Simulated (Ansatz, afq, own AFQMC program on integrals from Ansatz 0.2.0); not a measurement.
# ZrC+ (doublet): quantum Monte Carlo beside coupled cluster at distance Zr1–C2 = 1.926 Å, def2-TZVP

Aim: compute ZrC+ (doublet) with auxiliary-field quantum Monte Carlo on the same integrals as coupled cluster, and set the energies side by side.

Method: def2-TZVP, frozen cores; program: Ansatz 0.2.0, Gaussian basis, and an in-house AFQMC program (afq) on its integrals; all values are calculated.

Plan: PBE (unrestricted); r2SCAN (unrestricted); PBE0 (unrestricted); B3LYP (unrestricted); wB97M-V (unrestricted); B2PLYP (unrestricted); CCSD(T) on UHF; CCSDT(Q) on UHF; Phaseless AFQMC, CISD trial on UHF.

10 further runs of the same task are left out: 1 for a known fault of the program, 9 that didn't finish.

## Step 1: What is computed

The geometry derives from a PBE0/def2-TZVP stationary point (not a proven minimum). One bond is set to the value named and the two fragments are kept rigid. No spin-orbit coupling is included. Elements past krypton take def2 core potentials.

2 atoms, charge 1, spin multiplicity 2.

Atoms are counted from 1 here; the program's logs count them from 0.

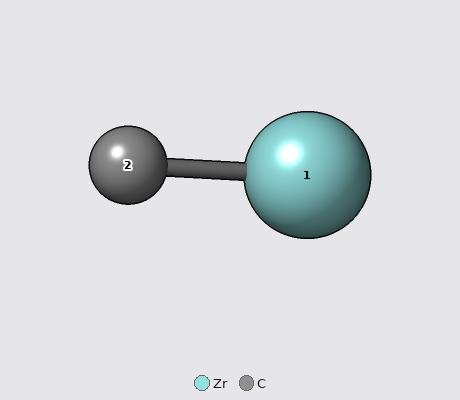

The geometry (zirconium light teal, carbon grey); atoms are numbered from 1 in the order of the file.

As a file:

```xyz
2
CZr
Zr    0.0000    0.0000    0.0000
C     0.0000    0.0000    1.9260
```

## Step 2: PBE (unrestricted)

Contents of in.yaml:

```yaml
crystal:
  periodic: [false, false, false]
  atoms:
    - {symbol: Zr, position_ang: [0.000000, 0.000000, 0.000000]}
    - {symbol: C, position_ang: [0.000000, 0.000000, 1.926000]}
basis:
  gaussian: {orbitals: def2-TZVP}
total_charge: 1
magnetization: {spin_polarized: true, initial_magnetization: 1}
hamiltonian: {xc: {name: PBE}}
output: {orbitals: {seedname: orbitals}}
```

Run with:

```sh
> ansatz run in.yaml --threads 1 --pin off --events-out ev --progress --plain --max-ram 8192MiB --backend cpu
```

What it wrote:

```text
Functional definition: PBE
  name "PBE"
  cite "Perdew, Burke & Ernzerhof, Phys. Rev. Lett. 77, 3865 (1996) doi:10.1103/PhysRevLett.77.3865"
  parent pbe
  parameter kappa = 0.804
  parameter beta = 0.06672455060314922
  exchange = pbe_x(kappa = kappa, mu = beta*pi^2/3)
  correlation = pbe_c(beta = beta)
501 factors; their error is unknown
mean field evaluation 1: about -2264.6058 eV, gradient 8.4e1 eV
mean field evaluation 2: about -2107.4529 eV, gradient 1.2e2 eV
mean field evaluation 4: about -2300.0088 eV, gradient 2.7e1 eV
mean field evaluation 8: about -2300.0088 eV, gradient 2.7e1 eV
mean field evaluation 16: about -2303.3211 eV, gradient 1.5e-5 eV
mean field evaluation 32: about -2302.6668 eV, gradient 1.7e0 eV
mean field evaluation 64: about -2302.4285 eV, gradient 1.1e0 eV
mean field evaluation 96: about -2300.4864 eV, gradient 1.2e1 eV
mean field evaluation 128: about -2302.0900 eV, gradient 1.3e0 eV
mean field evaluation 160: about -2302.7403 eV, gradient 1.8e-1 eV
mean field -2303.32105381 eV, -84.6454874806 hartree, gradient 1.5e-5 eV, S^2 0.761983; 11 other end points of the search recorded, 0 dependent functions left out
reference -2303.32109031 eV, -84.6454888218 hartree; 9, 8 occupied and 62, 63 virtual orbitals, 501 factors
Total energy: -2303.32109031 eV, -84.6454888218 hartree
```

Run time: 13 s. Hardware: 1 thread of AMD EPYC 7R13 (Zen 3), shared host; peak memory 1.6 GiB.

From the report: ⟨S²⟩ of the determinant 0.762 (pure doublet: 0.75).

## Step 3: r2SCAN (unrestricted)

Edit in.yaml of step 2 so:

```diff
@@ -9,3 +9,2 @@
 magnetization: {spin_polarized: true, initial_magnetization: 1}
-hamiltonian: {xc: {name: PBE}}
-output: {orbitals: {seedname: orbitals}}
+hamiltonian: {xc: {name: r2SCAN}}
```

Same command.

What it wrote, cut to the lines that bear on the results:

```text
Functional definition: r2SCAN
  name "r2SCAN"
  cite "Furness, Kaplan, Ning, Perdew & Sun, J. Phys. Chem. Lett. 11, 8208 (2020) doi:10.1021/acs.jpclett.0c02405"
  cite "Furness, Kaplan, Ning, Perdew & Sun, J. Phys. Chem. Lett. 11, 9248 (2020) doi:10.1021/acs.jpclett.0c03077"
  parent r2scan
[...]
501 factors; their error is unknown
[...]
mean field -2304.17063991 eV, -84.6767091939 hartree, gradient 7.5e-6 eV, S^2 0.810437; 10 other end points of the search recorded, 0 dependent functions left out
reference -2304.17065408 eV, -84.6767097146 hartree; 9, 8 occupied and 62, 63 virtual orbitals, 501 factors
Total energy: -2304.17065408 eV, -84.6767097146 hartree
```

Wall time 17 s (1 thread of AMD EPYC 7R13 (Zen 3), shared host); peak memory 1.6 GiB.

From the report: ⟨S²⟩ of the determinant 0.810 (pure doublet: 0.75).

## Step 4: PBE0 (unrestricted)

Edit in.yaml of step 3 so:

```diff
@@ -9,2 +9,3 @@
 magnetization: {spin_polarized: true, initial_magnetization: 1}
-hamiltonian: {xc: {name: r2SCAN}}
+hamiltonian: {xc: {name: PBE0}}
+output: {orbitals: {seedname: orbitals}}
```

The command is unchanged.

What it wrote:

```text
Functional definition: PBE0
  name "PBE0"
  cite "Adamo & Barone, J. Chem. Phys. 110, 6158 (1999) doi:10.1063/1.478522"
  cite "Perdew, Burke & Ernzerhof, Phys. Rev. Lett. 77, 3865 (1996) doi:10.1103/PhysRevLett.77.3865"
  parent pbe
  parameter a = 0.25
  parameter kappa = 0.804
  parameter beta = 0.06672455060314922
  exchange = (1 - a)*pbe_x(kappa = kappa, mu = beta*pi^2/3) + a*exact_x
  correlation = pbe_c(beta = beta)
579 factors; their error is unknown
mean field evaluation 1: about -2270.3173 eV, gradient 7.5e1 eV
mean field evaluation 2: about -2122.5931 eV, gradient 1.2e2 eV
mean field evaluation 4: about -2300.2749 eV, gradient 2.1e1 eV
mean field evaluation 8: about -2302.4759 eV, gradient 6.3e-1 eV
mean field evaluation 16: about -2302.5043 eV, gradient 5.4e-3 eV
mean field evaluation 32: about -2302.3334 eV, gradient 1.1e0 eV
mean field -2302.50425900 eV, -84.6154708248 hartree, gradient 2.2e-5 eV, S^2 0.804268; 3 other end points of the search recorded, 0 dependent functions left out
reference -2302.50428612 eV, -84.6154718216 hartree; 9, 8 occupied and 62, 63 virtual orbitals, 579 factors
Total energy: -2302.50428612 eV, -84.6154718216 hartree
```

It took 3 s on 1 thread of AMD EPYC 7R13 (Zen 3), shared host; peak memory 1.6 GiB.

From the report: ⟨S²⟩ of the determinant 0.804 (pure doublet: 0.75).

## Step 5: B3LYP (unrestricted)

Edit in.yaml of step 4 so:

```diff
@@ -9,3 +9,2 @@
 magnetization: {spin_polarized: true, initial_magnetization: 1}
-hamiltonian: {xc: {name: PBE0}}
-output: {orbitals: {seedname: orbitals}}
+hamiltonian: {xc: {name: B3LYP}}
```

The command is unchanged.

What it wrote, cut to the lines that bear on the results:

```text
Functional definition: B3LYP
  name "B3LYP"
  cite "Stephens, Devlin, Chabalowski & Frisch, J. Phys. Chem. 98, 11623 (1994) doi:10.1021/j100096a001"
  cite "Becke, Phys. Rev. A 38, 3098 (1988) doi:10.1103/PhysRevA.38.3098"
  cite "Lee, Yang & Parr, Phys. Rev. B 37, 785 (1988) doi:10.1103/PhysRevB.37.785"
  cite "Vosko, Wilk & Nusair, Can. J. Phys. 58, 1200 (1980) doi:10.1139/p80-159"
[...]
535 factors; their error is unknown
[...]
mean field -2304.57141089 eV, -84.6914372557 hartree, gradient 1.5e-5 eV, S^2 0.779464; 2 other end points of the search recorded, 0 dependent functions left out
reference -2304.57161878 eV, -84.6914448955 hartree; 9, 8 occupied and 62, 63 virtual orbitals, 535 factors
Total energy: -2304.57161878 eV, -84.6914448955 hartree
```

Wall time 4.8 s (1 thread of AMD EPYC 7R13 (Zen 3), shared host); peak memory 1.6 GiB.

From the report: ⟨S²⟩ of the determinant 0.779 (pure doublet: 0.75).

## Step 6: wB97M-V (unrestricted)

Edit in.yaml of step 5 so:

```diff
@@ -9,2 +9,3 @@
 magnetization: {spin_polarized: true, initial_magnetization: 1}
-hamiltonian: {xc: {name: B3LYP}}
+hamiltonian: {xc: {name: wB97M-V}}
+output: {orbitals: {seedname: orbitals}}
```

Same command.

What it wrote, cut to the lines that bear on the results:

```text
Functional definition: wB97M-V
  name "wB97M-V"
  cite "Mardirossian & Head-Gordon, J. Chem. Phys. 144, 214110 (2016) doi:10.1063/1.4952647"
  cite "Becke, J. Chem. Phys. 107, 8554 (1997) doi:10.1063/1.475007"
  cite "Vydrov & Van Voorhis, J. Chem. Phys. 133, 244103 (2010) doi:10.1063/1.3521275"
  # Of w^i u^j: cxij and so on, Table III.
[...]
  gx(w, u) = 1 - cx + cx01*u + cx10*w
  gss(w, u) = css00 + css04*u^4 + css10*w + css20*w^2 + css43*w^4*u^3
  gos(w, u) = cos00 + cos10*w + (cos20 + cos21*u)*w^2 + (cos60 + cos61*u)*w^6
[...]
      + integral(e_c_pw_mod_opposite_spin*gos(b97_w_opposite, b97_u_opposite)) + vv10(b, c)
532 factors; their error is unknown
135 factors; integrals over basis functions are off by at most 6.2e-5 eV
[...]
mean field -2301.42357041 eV, -84.5757562517 hartree, gradient 1.4e-5 eV, S^2 0.836165; 4 other end points of the search recorded, 0 dependent functions left out
reference -2301.42361259 eV, -84.5757578019 hartree; 9, 8 occupied and 62, 63 virtual orbitals, 532 factors
Total energy: -2301.42361259 eV, -84.5757578019 hartree
```

It took 21 s on 1 thread of AMD EPYC 7R13 (Zen 3), shared host; peak memory 1.6 GiB.

From the report: ⟨S²⟩ of the determinant 0.836 (pure doublet: 0.75).

## Step 7: B2PLYP (unrestricted)

Edit in.yaml of step 6 so:

```diff
@@ -9,3 +9,3 @@
 magnetization: {spin_polarized: true, initial_magnetization: 1}
-hamiltonian: {xc: {name: wB97M-V}}
-output: {orbitals: {seedname: orbitals}}
+hamiltonian: {xc: {name: B2PLYP}}
+correlation: {electrons: outside_noble_gas}
```

Launched as before.

What it wrote, cut to the lines that bear on the results:

```text
Functional definition: B2PLYP
  name "B2PLYP"
  cite "Grimme, J. Chem. Phys. 124, 034108 (2006) doi:10.1063/1.2148954"
  cite "Becke, Phys. Rev. A 38, 3098 (1988) doi:10.1103/PhysRevA.38.3098"
  cite "Lee, Yang & Parr, Phys. Rev. B 37, 785 (1988) doi:10.1103/PhysRevB.37.785"
[...]
562 factors; integrals over basis functions are off by at most 1.2e-3 eV
[...]
mean field -2297.07451311 eV, -84.4159313437 hartree, gradient 9.8e-6 eV, S^2 1.212176; 6 other end points of the search recorded, 0 dependent functions left out
5 core orbitals not correlated: weight in the atoms' cores, before any rotation towards them, 0.992 or more for the frozen orbitals, at most 0.005 for the correlated occupied ones
reference -2297.07463902 eV, -84.4159359709 hartree; 4, 3 occupied and 62, 63 virtual orbitals, 562 factors
second order -7.28018235 eV of doubles, -0.00000000 eV of singles
Total energy: -2299.04028825 eV, -84.4881722479 hartree
```

It took 12 s on 1 thread of AMD EPYC 7R13 (Zen 3), shared host; peak memory 1.6 GiB.

From the report: ⟨S²⟩ of the determinant 1.212 (pure doublet: 0.75).

## Step 8: CCSD(T) on UHF

Edit in.yaml of step 7 so:

```diff
@@ -9,3 +9,2 @@
 magnetization: {spin_polarized: true, initial_magnetization: 1}
-hamiltonian: {xc: {name: B2PLYP}}
-correlation: {electrons: outside_noble_gas}
+correlation: {method: ccsd_t, electrons: outside_noble_gas, hamiltonian_folder: ham}
```

Run with:

```sh
> ansatz run in.yaml --threads 1 --pin off --events-out ev --progress --plain --max-ram 24576MiB --backend cuda --devices 0, --max-vram 18GiB
```

What it wrote, cut to the lines that bear on the results:

```text
Functional definition: HF
  name "HF"
  cite "Fock, Z. Phys. 61, 126 (1930) doi:10.1007/BF01340294"
  parent pbe
[...]
562 factors; integrals over basis functions are off by at most 1.2e-3 eV
[...]
mean field -2285.72869742 eV, -83.9989803075 hartree, gradient 1.9e-6 eV, S^2 2.204282; 55 other end points of the search recorded, 0 dependent functions left out
determinant -2285.72869742 eV, -83.9989803075 hartree, with singles and doubles -2290.49641390 eV, -84.1741906565 hartree
determinant -2285.65260913 eV, -83.9961841146 hartree, with singles and doubles -2290.03053008 eV, -84.1570697421 hartree
determinant -2285.59801450 eV, -83.9941777989 hartree, with singles and doubles -2290.72606005 eV, -84.1826299971 hartree
determinant -2285.51568741 eV, -83.9911523342 hartree, with singles and doubles -2289.86816426 eV, -84.1511029081 hartree
[...]
determinant -2285.72869742 eV, -83.9989803075 hartree, with singles and doubles -2290.72608329 eV, -84.1826308509 hartree
determinant -2285.59801450 eV, -83.9941777989 hartree, with singles and doubles -2290.81872583 eV, -84.1860354014 hartree
determinant -2285.06236102 eV, -83.9744928964 hartree, with singles and doubles -2290.68905528 eV, -84.1812700966 hartree
determinant -2285.00501466 eV, -83.9723854566 hartree, with singles and doubles -2290.74843849 eV, -84.1834523896 hartree
5 core orbitals not correlated: weight in the atoms' cores, before any rotation towards them, 0.985 or more for the frozen orbitals, at most 0.010 for the correlated occupied ones
reference -2285.59801450 eV, -83.9941777989 hartree; 4, 3 occupied and 62, 63 virtual orbitals, 562 factors
second order -3.81231924 eV of doubles, -0.00000000 eV of singles
cycle   1  -5.22071087 eV  change    4.6e-7 eV  update   3.1e-6
perturbative correction -0.40662743 eV, -0.0149432824 hartree
Total energy: -2291.22535280 eV, -84.2009786669 hartree
```

It took 1.9 min on 1 × NVIDIA H100 80GB HBM3 with 1 thread of AMD EPYC 7R13 (Zen 3), shared host; peak host memory 1.6 GiB.

From the report: ⟨S²⟩ of the determinant 1.943 (pure doublet: 0.75); correlation -5.6273 eV; T1 0.147; largest double amplitude 0.08. The determinant is far from a pure spin state, so its energy mixes those of several spin states (harmless only where they are near-degenerate, as at dissociation).

This run also writes the integrals to the folder ham.

## Step 9: CCSDT(Q) on UHF

Edit in.yaml of step 8 so:

```diff
@@ -9,2 +9,2 @@
 magnetization: {spin_polarized: true, initial_magnetization: 1}
-correlation: {method: ccsd_t, electrons: outside_noble_gas, hamiltonian_folder: ham}
+correlation: {method: ccsdt_q, electrons: outside_noble_gas}
```

Same command.

What it wrote, cut to the lines that bear on the results:

```text
Functional definition: HF
  name "HF"
  cite "Fock, Z. Phys. 61, 126 (1930) doi:10.1007/BF01340294"
  parent pbe
[...]
995 factors; integrals over basis functions are off by at most 1.5e-7 eV
[...]
mean field -2285.72870464 eV, -83.9989805729 hartree, gradient 1.4e-6 eV, S^2 2.204282; 55 other end points of the search recorded, 0 dependent functions left out
determinant -2285.72870464 eV, -83.9989805729 hartree, with singles and doubles -2290.49648571 eV, -84.1741932954 hartree
determinant -2285.65261645 eV, -83.9961843836 hartree, with singles and doubles -2290.03044607 eV, -84.1570666548 hartree
determinant -2285.59802171 eV, -83.9941780637 hartree, with singles and doubles -2290.72605204 eV, -84.1826297026 hartree
determinant -2285.51569461 eV, -83.9911525987 hartree, with singles and doubles -2289.86833615 eV, -84.1511092249 hartree
[...]
determinant -2285.72870464 eV, -83.9989805729 hartree, with singles and doubles -2290.72608838 eV, -84.1826310380 hartree
determinant -2285.59802171 eV, -83.9941780637 hartree, with singles and doubles -2290.81872893 eV, -84.1860355155 hartree
determinant -2285.06237097 eV, -83.9744932624 hartree, with singles and doubles -2290.68905985 eV, -84.1812702647 hartree
determinant -2285.00502506 eV, -83.9723858388 hartree, with singles and doubles -2290.74844081 eV, -84.1834524748 hartree
5 core orbitals not correlated: weight in the atoms' cores, before any rotation towards them, 0.985 or more for the frozen orbitals, at most 0.010 for the correlated occupied ones
reference -2285.59802171 eV, -83.9941780637 hartree; 4, 3 occupied and 62, 63 virtual orbitals, 995 factors
second order -3.81232179 eV of doubles, -0.00000000 eV of singles
cycle   1  -4.09284277 eV  change   -2.8e-1 eV  update   1.3e-1
[...]
cycle  29  -5.71927356 eV  change   -2.1e-7 eV  update   3.6e-7
perturbative correction -0.07211444 eV, -0.0026501569 hartree
Total energy: -2291.38940971 eV, -84.2070076472 hartree
```

Run time: 2 min. Hardware: 1 × NVIDIA H100 80GB HBM3 with 1 thread of AMD EPYC 7R13 (Zen 3), shared host; peak host memory 1.6 GiB.

From the report: ⟨S²⟩ of the determinant 1.943 (pure doublet: 0.75); correlation -5.7914 eV; T1 0.165; largest double amplitude 0.10. The determinant is far from a pure spin state, so its energy mixes those of several spin states (harmless only where they are near-degenerate, as at dissociation).

## Step 10: Phaseless AFQMC, CISD trial on UHF

It reads the integrals that the CCSD(T) run on this determinant wrote.

Run with:

```sh
> afq ham --method phaseless --trial cisd --walkers 4000 --populations 20 --least-time 60 --time-step 0.005 --steps-per-block 50 --equilibration-blocks 40 --max-blocks 4000 --target-error 0.00016 --factor-cut 1e-05 --start spin_pure --seed 9822 --release-times 0.24,0.6,1.2,2,3,4.2 --release-step 0.04 --release-every 3 --taylor-order 6
```

What it wrote:

```text
orbitals 66  electrons 4 3  factors 503 of 562
reference energy -83.99417780 Eh
CCSD correlation -0.19185756 Eh in 19 cycles, weight of the determinant in the CISD state 0.6179
energy of the start -84.128355 Eh
 block  time / (1/Eh)  mean weight  energy / Eh
     1     0.250  1.0001  -84.155552
     2     0.500  1.0001  -84.169558
     3     0.750  1.0003  -84.179288
     4     1.000  1.0000  -84.186874
     5     1.250  1.0004  -84.191748
     6     1.500  1.0003  -84.194426
     7     1.750  1.0001  -84.197307
     8     2.000  0.9999  -84.197077
     9     2.250  1.0002  -84.199275
    10     2.500  1.0001  -84.199691
    13     3.250  1.0002  -84.203955
    16     4.000  0.9999  -84.204430
    19     4.750  0.9998  -84.203164
    22     5.500  1.0000  -84.205870
    25     6.250  0.9997  -84.205346
    28     7.000  1.0000  -84.204878
    31     7.750  1.0000  -84.205240
    34     8.500  1.0001  -84.205921
    37     9.250  0.9999  -84.204269
    40    10.000  0.9997  -84.202573
    43    10.750  0.9999  -84.204033
    46    11.500  1.0000  -84.204310
    49    12.250  0.9998  -84.202567
    52    13.000  0.9997  -84.205674
    55    13.750  1.0000  -84.204919
    58    14.500  1.0000  -84.204280
    61    15.250  0.9997  -84.202626
    64    16.000  1.0000  -84.203587
    67    16.750  1.0001  -84.203769
    70    17.500  1.0001  -84.203102
    73    18.250  1.0001  -84.202845
    76    19.000  1.0000  -84.201034
    79    19.750  1.0001  -84.204211
    82    20.500  1.0000  -84.204026
    85    21.250  0.9999  -84.203898
    88    22.000  0.9999  -84.205175
    91    22.750  0.9995  -84.206405
    94    23.500  0.9998  -84.205267
    97    24.250  0.9999  -84.203955
   100    25.000  1.0002  -84.203515
   103    25.750  0.9999  -84.203395
   106    26.500  0.9997  -84.202174
   109    27.250  1.0001  -84.201978
   112    28.000  1.0002  -84.203932
   115    28.750  0.9997  -84.203089
   118    29.500  1.0002  -84.203434
   121    30.250  0.9995  -84.203243
   124    31.000  0.9999  -84.201301
   127    31.750  1.0002  -84.198303
   130    32.500  1.0003  -84.202200
   133    33.250  1.0001  -84.203991
   136    34.000  1.0002  -84.204446
   139    34.750  0.9998  -84.200998
   142    35.500  1.0001  -84.202260
   145    36.250  0.9998  -84.203731
error from the spread of 20 populations
released: time / (1/Eh)  energy / Eh  error  mean overlap
  0.24  -84.204799  0.000329  0.9973
  0.60  -84.205665  0.000300  0.9944
  1.20  -84.206915  0.000317  0.9880
  2.00  -84.207065  0.000461  0.9849
  3.00  -84.207206  0.000515  0.9795
  4.20  -84.206594  0.000795  0.9791
energy -84.203353 +/- 0.000376 Eh
```

Run time: 5.6 min. Hardware: 1 × NVIDIA H100 80GB HBM3 with 2 threads of AMD EPYC 7R13 (Zen 3), shared host; peak host memory 1.6 GiB.

Energy -2291.2900 ± 0.0102 eV. Caveats: constraint bias not in the error; error above the target.

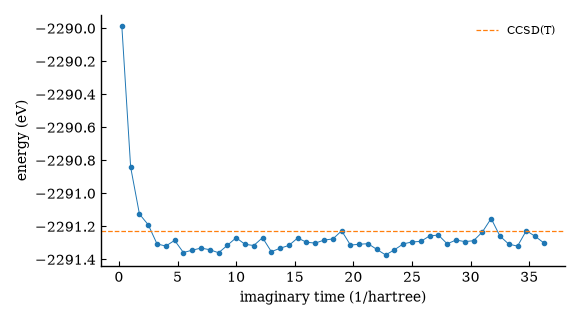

Block energies along the walk.

## Step 11: AFQMC on the ladder

On the UHF determinant, counted from CCSDT(Q) (a yardstick, not exact):

| level | energy (eV) | from CCSDT(Q) (kJ/mol) | statistical error (kJ/mol) | time |
| --- | --- | --- | --- | --- |
| HF | -2285.5980 | +558.8 |  |  |
| MP2 | -2289.4103 | +191.0 |  |  |
| CCSD | -2290.8187 | +55.1 |  |  |
| CCSD(T) | -2291.2254 | +15.8 |  |  |
| CCSDT(Q) | -2291.3894 | 0.0 |  |  |
| Phaseless AFQMC, CISD trial, step 0.005, 4000 walkers | -2291.2900 | +9.6 | 1.0 | 5.6 min |

The functionals' totals stand on their own zeros and serve differences with other points: PBE -2303.321 eV; r2SCAN -2304.171 eV; PBE0 -2302.504 eV; B3LYP -2304.572 eV; wB97M-V -2301.424 eV; B2PLYP -2299.040 eV.

## Step 12: Outcome

| quantity | value |
| --- | --- |
| CCSD(T) on UHF from CCSDT(Q) | +15.8 kJ/mol |
| Phaseless AFQMC, CISD trial on UHF from CCSDT(Q) | +9.6 ± 1.0 kJ/mol |

What this shows: On UHF the phaseless walk with the CISD trial lies +9.6 kJ/mol from CCSDT(Q), 10 times its error bar. Error bars are statistical and leave out the constraint, the time step and what remains of the start. Zr carries a core potential, and spin-orbit coupling is left out.
